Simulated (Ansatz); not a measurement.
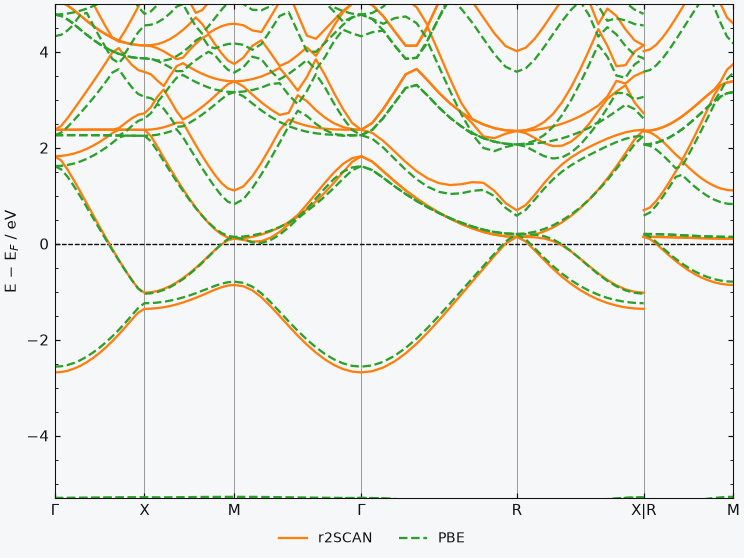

Band structures of Na₄Cl, space group Pm-3m (No. 221), 5 atoms in the cell, by two methods on the same cell. Each is counted from its own Fermi level.

> How do the methods compare?

Both give a metal. The 4 bands that come within 1 eV of the Fermi level differ by 0.10 eV on average and by 0.30 eV at most (between X and M).

Settings. r2SCAN: DFT r2SCAN, scalar-relativistic, plane waves, PAW, no spin polarisation, 8×8×8 k mesh, 500 eV cutoff, Gaussian smearing of 0.1 eV (Ansatz 0.2.0). PBE: DFT PBE, scalar-relativistic, plane waves, PAW, no spin polarisation, 8×8×8 k mesh, 420 eV cutoff, Gaussian smearing of 0.1 eV (Ansatz 0.2.0).

The structure is an invented one, so it need not be a known or stable phase. The electron count is odd and the run has no spin polarisation, so a magnetic state may lie lower.
